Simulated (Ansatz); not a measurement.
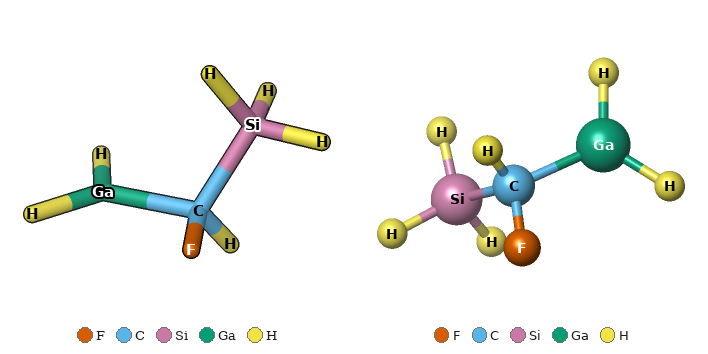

Both panels show the same species.

The geometry was computed by an optimisation with PBE0-D4/def2-TZVP.

What does the picture show?

Formula CH6FGaSi. SMILES: `F[C@H]([SiH3])[GaH2]`. Among its groups: C–F bond, Si–H bond. This geometry has C1 symmetry. Coordination: 1 C tetrahedral; 1 Si tetrahedral; 1 Ga trigonal planar.

The parts below concern this one geometry. Atoms keep their numbers from picture to picture.

### Charges

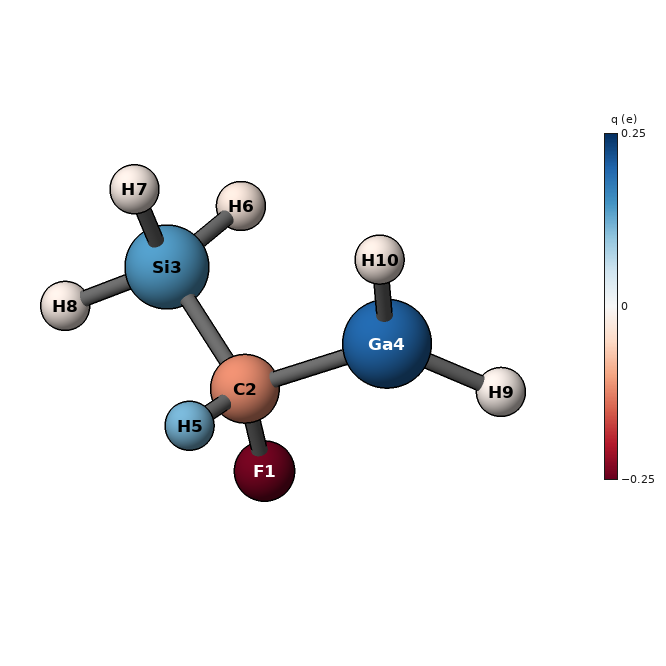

Atoms are coloured by their Mulliken charges. Level of theory: RKS ωB97M-V/def2-TZVPP (Ansatz 0.2.0).

Question: Which atom carries the highest charge (most positive or least negative)?

Answer: Ga4 (0.20 e).

Question: And the lowest?

Answer: F1 (−0.24 e).

List the Mulliken charges.

| atom | value (e) |
| --- | --- |
| F1 | −0.24 |
| C2 | −0.12 |
| Si3 | 0.14 |
| Ga4 | 0.20 |
| H5 | 0.12 |
| H6 | −0.03 |
| H7 | −0.02 |
| H8 | −0.02 |
| H9 | −0.02 |
| H10 | −0.02 |

### Vibrations

Harmonic vibrations computed with RKS PBE0-D4/def2-TZVP (Ansatz 0.2.0) at a stationary point of the same level.

Question: How many vibrational modes are there, and where do they lie?

Answer: 24 modes: 106, 125, 146, 215, 241, 416, 475, 544, 616, 697, 732, 797, 915, 932, 950, 983, 1028, 1279, 1970, 1992, 2220, 2225, 2232, 3020 cm⁻¹.

### Electronic properties

Level of theory: RKS r2SCAN-D4/def2-TZVPP (Ansatz 0.2.0).

Question: Estimate the dispersion correction.

Answer: −4.8 kJ/mol.

Question: What is the HOMO energy (Kohn–Sham orbital)?

Answer: −6.63 eV.

Question: What is the dipole moment?

Answer: 1.29 D.

Question: What is the LUMO energy (Kohn–Sham orbital)?

Answer: −2.32 eV.

### Thermal motion

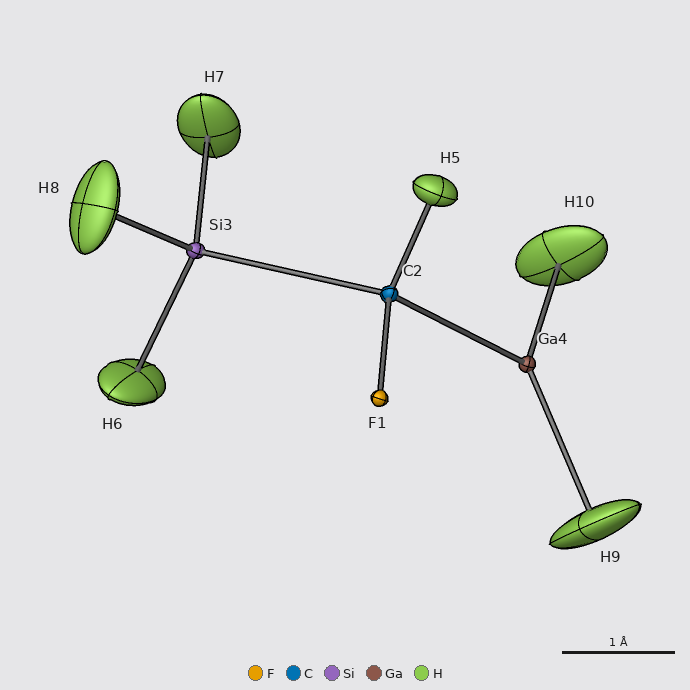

Displacement ellipsoids at the 50 % level, from the internal vibrations of the free molecule (harmonic, no overall translation or rotation; no half-axis is drawn under 0.075 Å). Vibrations computed with RKS PBE0-D4/def2-TZVP (Ansatz 0.2.0). Temperature: 100 K.

List U_eq and the three principal root-mean-square amplitudes for each kind of atom.

```
atom  U_eq (Å²)   rms amplitudes (Å)
  F1     0.0021  0.024, 0.051, 0.055
  C2     0.0027  0.042, 0.050, 0.061
 Si3     0.0014  0.014, 0.028, 0.058
 Ga4    0.00036  0.007, 0.014, 0.029
  H5     0.0145  0.088, 0.128, 0.139
  H6     0.0413  0.087, 0.178, 0.291
  H7     0.0369  0.089, 0.178, 0.267
  H8     0.0389  0.099, 0.174, 0.277
  H9     0.0483  0.093, 0.187, 0.318
 H10     0.0454  0.092, 0.186, 0.305
```

Mulliken values depend strongly on the basis set and can even reverse the polarity of a bond.
